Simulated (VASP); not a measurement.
Band structure of GaHg3 (space group I4/mmm). Computed with PBEsol GGA, VASP's PBE PAW potentials (set 64) (plane waves; VASP 6.6.1).

Unless said otherwise, spin-orbit coupling is left out, though it shifts the bands of the heavy elements here.

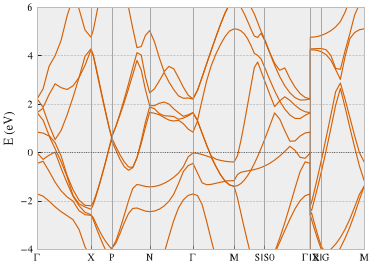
Bands along high-symmetry lines, zero at the valence-band maximum or, without a gap, the Fermi level

### Question
Read the plot: is there a gap, and where are the band edges?

### Answer
It has no gap at this level: it comes out as a metal or semimetal. (Edges off the drawn lines would not show.)

The structure comes from a computed database's GaHg3 entry (I4/mmm); how it stands against other phases isn't given here. It was relaxed first, which changed the volume by -13 %. The electron count is odd and the run is not spin-polarised, which forces a metal.
